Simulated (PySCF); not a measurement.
Consider H₄SSi (sulfanylsilane).

```yaml
atoms:
  - { symbol: Si, position_ang: [-0.5738, 0.0412, -0.0747] }
  - { symbol: S, position_ang: [1.4090, -0.7423, -0.3285] }
  - { symbol: H, position_ang: [-1.3921, -0.8703, -0.8522] }
  - { symbol: H, position_ang: [-0.8830, 0.0174, 1.3491] }
  - { symbol: H, position_ang: [-0.5819, 1.4029, -0.5936] }
  - { symbol: H, position_ang: [2.0342, 0.1591, 0.4137] }
```

Geometry: GFN2-xTB.

All numbers below come from PySCF 2.14.0, KT2/pcSseg-1, SCF density, gas phase, non-relativistic.

What will maps of the electron density and electron localisation function show?

Answer. Si–S (2.15 Å): the density is about 0.82 e/Å³ at the midpoint; the ELF peaks at about 0.90 between the atoms; localised, covalent bonding.
S–H (1.32 Å): ρ is about 1.4 e/Å³ halfway; the ELF climbs to about 1 towards the hydrogen, as it does in any bond to H.
Si–H (1.45 Å): ρ is about 0.82 e/Å³ halfway; the ELF climbs to about 1 towards the hydrogen.

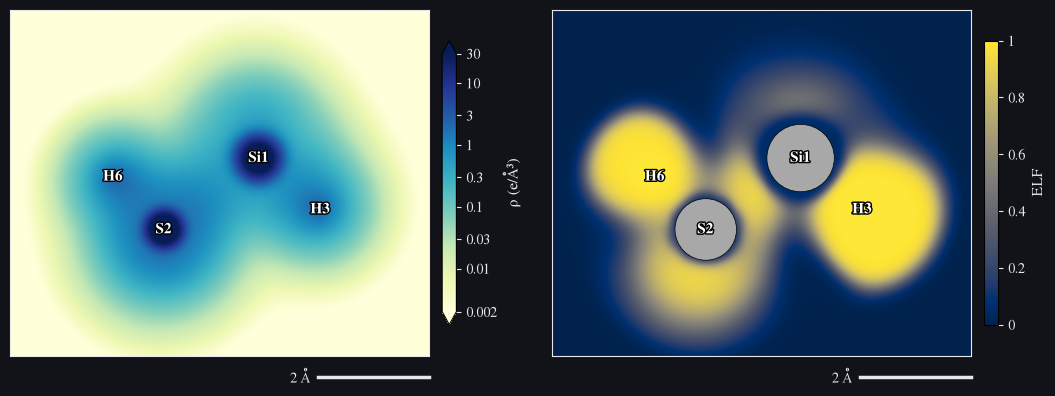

Computed electron density and electron localisation function on the plane of atoms S2, Si1 and H3, in this order. Grey discs cover the atomic cores in the ELF map. 
